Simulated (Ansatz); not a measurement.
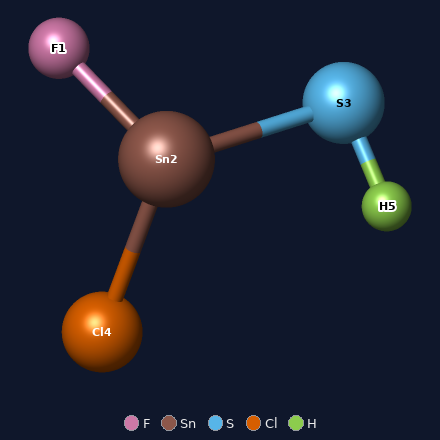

The system is ClFHSSn, SMILES [F][Sn]([SH])[Cl], spin multiplicity 2; the picture shows the reference structure. 
- First axis: bond length F1–Sn2. Second axis: bond length Sn2–Cl4.
- Nothing is relaxed (all other coordinates rigid).
- The scan uses a 9 × 9 grid.
- Points are written as (first, second).
- Energies: kJ/mol, counted from the lowest grid point.
- Method: UKS B3LYP-D4/def2-SVP (Ansatz 0.2.0).

Its coordinates:

```xyz
5

F    -1.3262   -0.9104    1.6982
Sn   -0.0035   -0.8809    0.2589
S     1.1160    1.3296    0.5225
Cl   -1.2939   -0.9038   -1.7618
H     1.5573    1.2919   -0.7593
```

Range: bond length F1–Sn2 from 1.642 to 2.541 Å; bond length Sn2–Cl4 from 2.062 to 3.357 Å.

**What will the energy surface look like?**

The lowest grid point is at (1.979 Å, 2.386 Å). It is the only kind of minimum in the scanned range. The highest grid point, (1.642 Å, 3.357 Å), lies 314 kJ/mol above the lowest. Round the minimum the two coordinates are nearly uncoupled.

```
bond length Sn2–Cl4 ↓, bond length F1–Sn2 →  1.642  1.755  1.867  1.979  2.092  2.204  2.317  2.429  2.541
                                      3.357    314    190    138    130    145    174    210    247    281
                                      3.195    294    171    120    111    128    157    192    229    263
                                      3.033    270    147     97     89    105    134    169    205    239
                                      2.871    243    120     70     62     78    107    142    178    210
                                      2.709    215     92     42     34     50     79    113    148    180
                                      2.548    192     69     19     10     26     54     88    122    154
                                      2.386    184     60      9      0     15     43     77    110    142
                                      2.224    208     83     31     21     36     63     97    130    162
                                      2.062    294    168    115    104    118    145    177    211    243
```

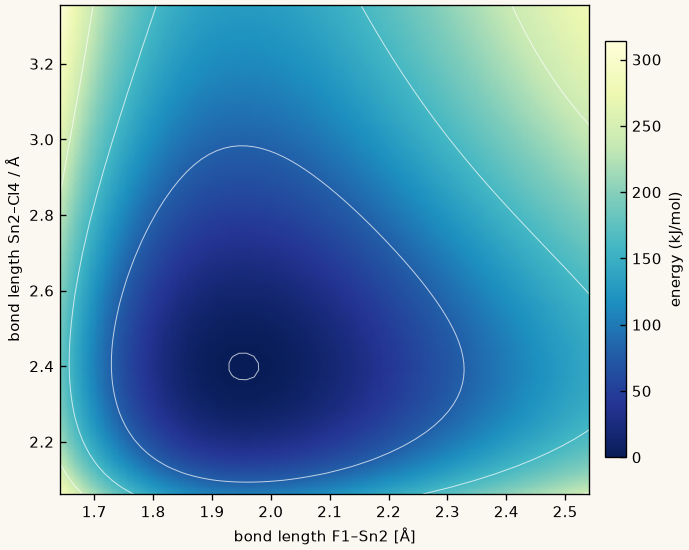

The picture shows a smooth colour map with a few white contour lines. Between grid points the surface is interpolated.

The whole map (81 points run) took 16 min on 1 thread of Arm Neoverse V1, with other jobs on the host.
